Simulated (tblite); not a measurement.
# C5H7ClFGa: the cost of one run

Computed with tblite 0.8.0 and PySCF 2.14.0, with density-fitted response routines of our own, on a single molecule in the gas phase. Atoms are numbered from 0 throughout.

### Step 1. The molecule as given

15 atoms, charge 0, multiplicity 1; geometry from: force field or distance geometry start.

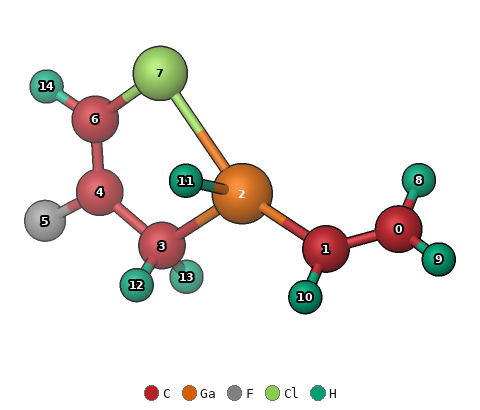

As it starts; carbon red, gallium orange, fluorine grey, chlorine green, hydrogen teal, atoms numbered; sticks join atoms by distance.

### Step 2. Optimising the geometry with GFN2-xTB

What the job is given:

```
{"job": {"kind": "relax", "xc": "GFN2-xTB", "basis": "xTB"}, "charge": 0, "multiplicity": 1}
C     -3.129100    -0.508300    -1.639800
C     -2.393000     0.136500    -0.753900
Ga    -0.387000    -0.333500    -0.193900
C      1.230900     0.995000     0.031000
C      2.406000     0.395200     0.746000
F      3.502500     1.183200     0.936900
C      2.455400    -0.848200     1.177500
Cl     1.146000    -1.993000     1.014800
H     -2.682100    -1.361800    -2.149900
H     -4.161000    -0.224100    -1.875000
H     -2.835900     0.978700    -0.234800
H     -0.838800    -0.448800     1.398800
H      0.728200     1.694000     0.736700
H      1.572800     1.507000    -0.902900
H      3.380700    -1.163700     1.686700
```

Started as:

```sh
$ OMP_NUM_THREADS=1 python probes_run.py task.json out
```

This one command runs all jobs of the session in turn.

**Question.** How long does this first job take on 1 thread of Arm Neoverse V2, shared host, and how much memory does it need?

About 1 s, with a peak of 0.18 GiB.
